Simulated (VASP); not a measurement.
Shape and ions are relaxed at each volume.

Energy against volume of Y (hcp). These are LDA (Ceperley-Alder, Perdew-Zunger), VASP's LDA PAW potentials (set 64) (plane waves; VASP 6.6.1) values and carry that method's errors.

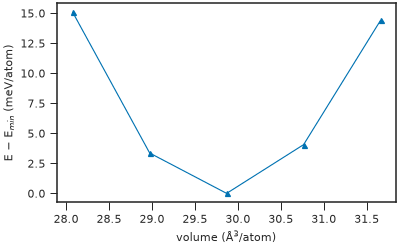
Energy against volume

Estimate the equilibrium volume and the bulk modulus.

The minimum lies near 29.8 Å³/atom, and the curvature gives B0 of about 44 GPa.

Measured: bulk modulus 41.7 GPa at 0 K (computed value off by +5.3 %), as given by Vázquez-Parga, Fernández-Martínez, Viñes, J. Chem. Theory Comput. (2023), doi:10.1021/acs.jctc.3c00612, Supporting … [zero-point energy and finite temperature contributions removed].

The compound is Y in the hcp structure. It was relaxed first, which changed the volume by -10 %.
